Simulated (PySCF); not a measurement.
## A study: CF$_{4}$, SMILES `FC(F)(F)F`

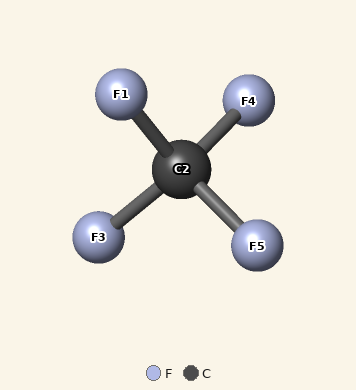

The molecule, with its atoms numbered as below. No frequency check shows the geometry to be a minimum.

Geometry (Å), atoms numbered from 1:

```
F1      -0.7587    0.7135    0.8013
C2       0.0000    0.0000   -0.0001
F3      -0.7587   -0.7135   -0.8013
F4       0.7587    0.8013   -0.7135
F5       0.7587   -0.8013    0.7135
```

### 1. Bonding charge

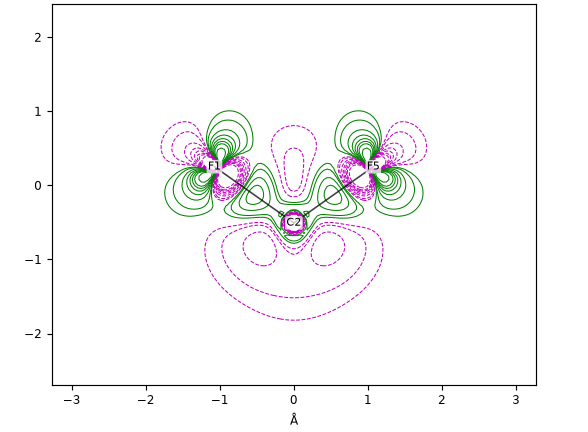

Deformation density (molecule less spherical, spin-averaged free atoms) in the plane of F1, C2 and F5; contours at ±0.05 to ±0.8 e/Å³; solid green lines: gain, dashed magenta lines: loss.

Computed with PySCF, BP86/def2-SVPD, geometry: GFN2-xTB.

Describe the bonding that the map shows.

Answer. F1–C2 and C2–F5: +0.23 e/Å³ at the bond critical point (bond length 1.31 Å). In all, 1.0 electrons gather in the regions of gain relative to the promolecule.

Where do the Hirshfeld charges lie?

Answer. The highest Hirshfeld charge is on C2 (+0.32 e), the lowest on F1, F3, F4 and F5 (−0.08 e).

### 2. Bond critical points

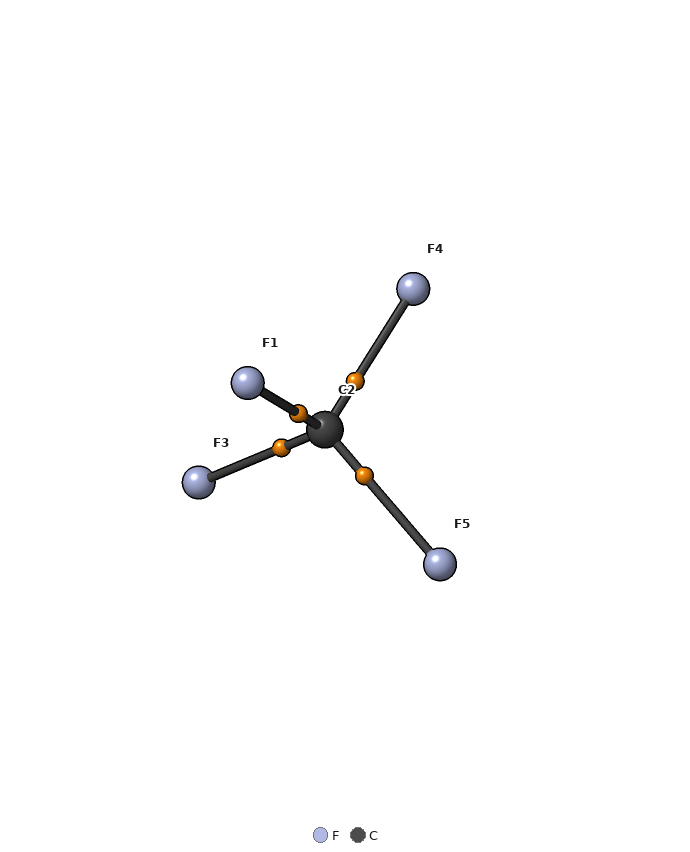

Molecular graph of the electron density (QTAIM): bond paths, bond critical points (orange), ring points (yellow, if any); weak paths are dashed.

How many critical points of each kind are there, and does the count close?

Answer. 5 nuclei, 4 bond, 0 ring and 0 cage critical points: 5 − 4 + 0 − 0 = 1, as the Poincaré–Hopf relation requires.

Give the properties at the bond critical points.

Answer.
```tsv
bond	length (Å)	ρ (a.u.)	∇²ρ (a.u.)	ε	H (a.u.)
C2–F4 (4 alike)	1.314	0.301	−0.31	0.00	−0.464
```

What kind of interaction is C2–F4?

Answer. Shared-shell (covalent): ρ = 0.301, ∇²ρ = −0.31, H = −0.464 a.u.

### 3. Local ionisation energy

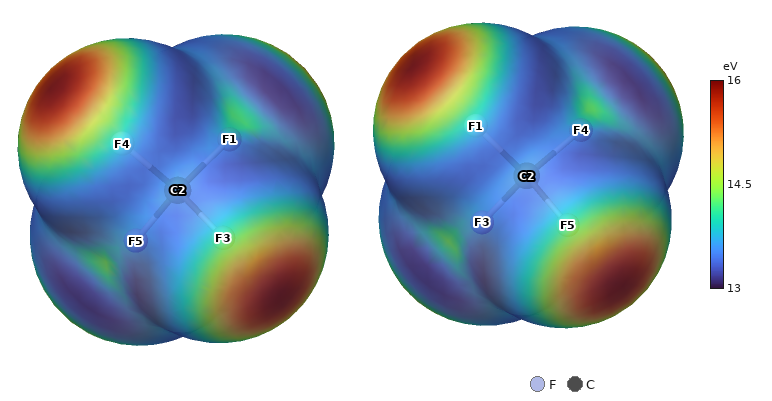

Average local ionisation energy on the surface of electron density 0.001 a.u. (back view left, front view right).

Locate the minima of the map.

Answer. The lowest value is 13.2 eV, 1.7 Å from F1, and at like points elsewhere. For comparison, the highest occupied orbital lies at −10.6 eV.

What volume does the surface enclose, and what is the dipole moment?

Answer. About 61 Å³; the dipole moment is 0.0 D.

### 4. In an electric field

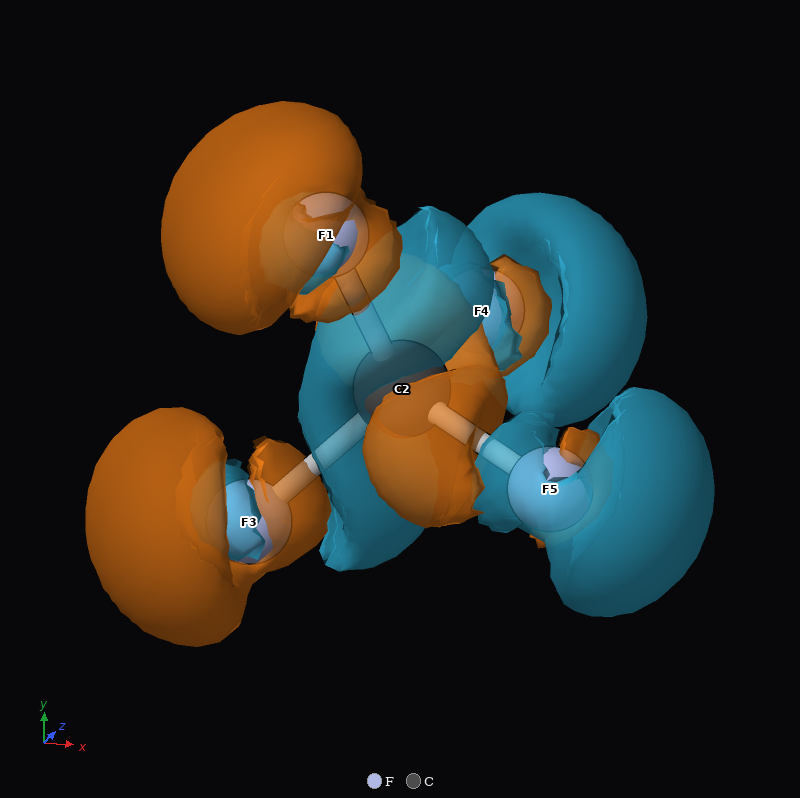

Change of the electron density in a uniform field of 0.26 V/Å, surfaces at ±0.0015 e/Å³ (light blue: gain, orange: loss).

PySCF calculation, B3LYP/6-311+G**, gas phase; geometry: GFN2-xTB. The basis has diffuse s and p functions alone, which still leaves polarisabilities too small, most of all across bonds.

Along which Cartesian direction does the field point?

Answer. Along −x: electrons gather on the +x side, against the field.

How large is the response?

Answer. The induced dipole is 0.21 D (along the field); α along this axis, from the fields in both directions, is 16 bohr³ (2.4 Å³).

Which atoms gain and lose the most charge?

Answer. Electrons gather most on F4 and F5 alike (Hirshfeld charge changes by −0.006 e) and leave F1 and F3 alike most (+0.006 e); 0.025 electrons are displaced in all.

### 5. Localised orbitals

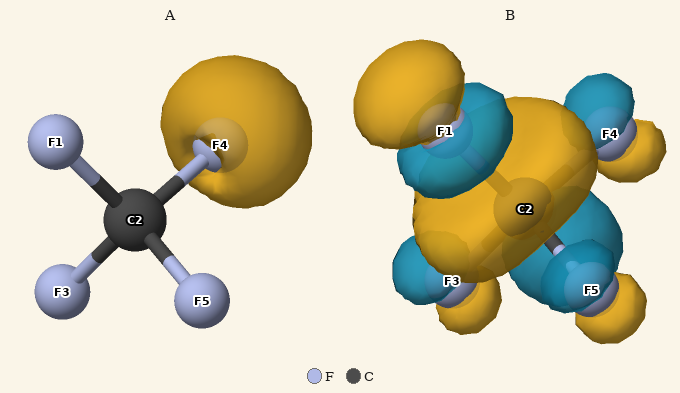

Intrinsic bond orbitals (IBO), occupied and valence-virtual; each surface holds about 85 % of the orbital's density. Energies are diagonal elements of the Fock matrix.

Method: PBE0/def2-TZVP; geometry: GFN2-xTB; program: PySCF.

Name the orbitals, with their atomic make-up and energies.

Answer. By panel:
- A: lone pair on F4 (sp0.4-type) (F4 100 %; −25.8 eV)
- B: σ* orbital C2–F1, mostly on C2 (C2 63 %, F1 29 %; 6.6 eV)
